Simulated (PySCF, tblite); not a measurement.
# C₄H₈FNSi₂: geometry, infrared bands and NMR shifts

Wanted: the infrared bands and NMR shifts of C₄H₈FNSi₂ (`N#C[Si@@H]1[SiH2]CC[C@@H]1F`), by calculation.

Programs: tblite 0.8.0 and PySCF 2.14.0, with density-fitted response routines of our own. Each step states its level of theory. These are calculated values for one molecule in the gas phase, unless marked as measured. Atoms are numbered from 0 throughout.

## 1. The starting structure

16 atoms, charge 0, multiplicity 1; geometry from: force field or distance geometry start.

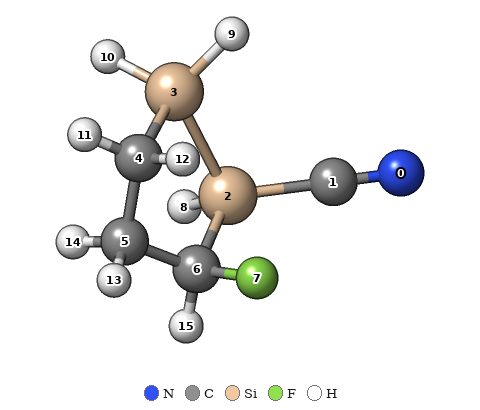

As it starts; nitrogen blue, carbon grey, silicon light orange, fluorine green, hydrogen white, atoms numbered; sticks join atoms by distance.

## 2. Optimising the geometry with GFN2-xTB

The job: settings as JSON, then the geometry in Å.

```
{"job": {"kind": "relax", "xc": "GFN2-xTB", "basis": "xTB"}, "charge": 0, "multiplicity": 1}
N      3.673300    -0.905000     1.339700
C      2.729600    -0.792400     0.644100
Si     1.290000    -0.630500    -0.480500
Si     0.484400     1.572000    -0.431900
C     -1.226800     1.042400     0.237900
C     -1.535400    -0.412800    -0.179800
C     -0.340400    -1.319300     0.174600
F     -0.247600    -1.384100     1.542300
H      1.531400    -1.060800    -1.892800
H      1.179600     2.473000     0.525900
H      0.362700     2.126700    -1.796700
H     -2.002300     1.715500    -0.150200
H     -1.226100     1.128400     1.333700
H     -2.426500    -0.751600     0.345600
H     -1.739400    -0.454600    -1.252700
H     -0.514100    -2.338100    -0.175500
```

Launch:

```
OMP_NUM_THREADS=1 python probes_run.py task.json out
```

This one command runs all jobs of the session in turn.

**Question.** This job is followed by: GFN2-xTB harmonic vibrations, gas phase; GIAO PBE0/pcSseg-1 NMR shielding, non-relativistic, gas phase. What will the session give for the following? strongest single infrared mode (GFN2-xTB); zero-point energy (GFN2-xTB); 13C shifts against TMS (PBE0/pcSseg-1); 1H shifts against TMS (PBE0/pcSseg-1); 15N shifts against NH3 (PBE0/pcSseg-1); 29Si shifts against TMS (PBE0/pcSseg-1); 19F shifts against CFCl3 (PBE0/pcSseg-1); surface potential, least and greatest.

The runs gave:

| quantity | value |
| --- | --- |
| strongest single infrared mode (GFN2-xTB) | 2206 cm⁻¹, 385 km/mol |
| zero-point energy (GFN2-xTB) | 67.6 kcal/mol |
| 13C shifts against TMS (PBE0/pcSseg-1) | 121.5, 93.3, 36.2, 10.4 ppm |
| 1H shifts against TMS (PBE0/pcSseg-1) | 5.57, 4.45, 4.22, 3.86, 2.86, 1.58, 1.45, 0.97 ppm |
| 15N shifts against NH3 (PBE0/pcSseg-1) | 372.0 ppm |
| 29Si shifts against TMS (PBE0/pcSseg-1) | -63.7, -70.6 ppm |
| 19F shifts against CFCl3 (PBE0/pcSseg-1) | -238.7 ppm |
| surface potential, least and greatest | -1.79 V and 1.63 V |

What this shows: The optimisation took 52 steps and gained 0.297 eV; among the close pairs (by a distance rule), Si2–C6 changed most, from 1.887 to 1.941 Å. All 42 modes are real, so the xTB geometry is a minimum. The strongest single mode, at 2206 cm⁻¹, moves mainly H10. GFN2-xTB is a fitted tight-binding method: band positions and strengths are rough. Its intensities can rank the bands wrongly. The most deshielded carbon is C1 (nitrile carbon), at 121.5 ppm: C≡N carbons fall here, among the sp2 signals but without a proton. H15 (hydrogen on an sp3 CH bonded to F and Si) lies farthest downfield among hydrogen, at 5.57 ppm; its carbon carries F, an electronegative neighbour. At PBE0/pcSseg-1: The largest span, 604 ppm, is at N0, where the paramagnetic term is -441 ppm. By nearest atom (PBE0/pcSseg-1), the HOMO sits on Si2 22 %; C6 17 % and the LUMO on Si2 23 %; C1 18 %.
